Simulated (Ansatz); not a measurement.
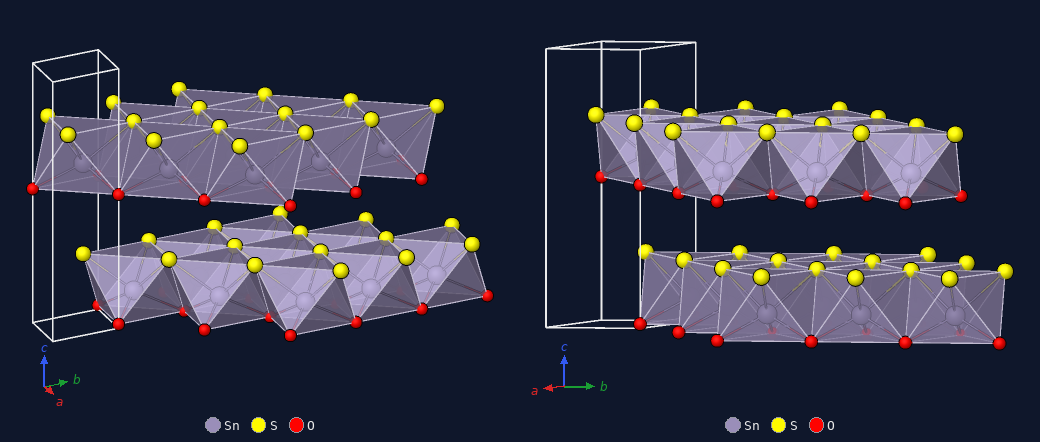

Polyhedra are drawn about Sn (bonds: O–Sn below 2.4 Å and S–Sn below 2.8 Å); other atoms are plain spheres. Two views of the same piece.

System SnSO (space group P6_3mc, No. 186); source of the atomic positions: the geometry relaxed with Ansatz, DFT LDA, scalar-relativistic, plane waves, PAW; the starting structure was generated, so it need not be a known form of this composition.

Sharing among the drawn polyhedra:

```json
{"site": "Sn", "polyhedron": "SnS3O3 octahedron", "corner-sharing neighbours": "0", "edge-sharing": "6", "face-sharing": "0", "bond (Å)": "2.16–2.49"}
```

They form layers of edge-sharing octahedra parallel to (001).
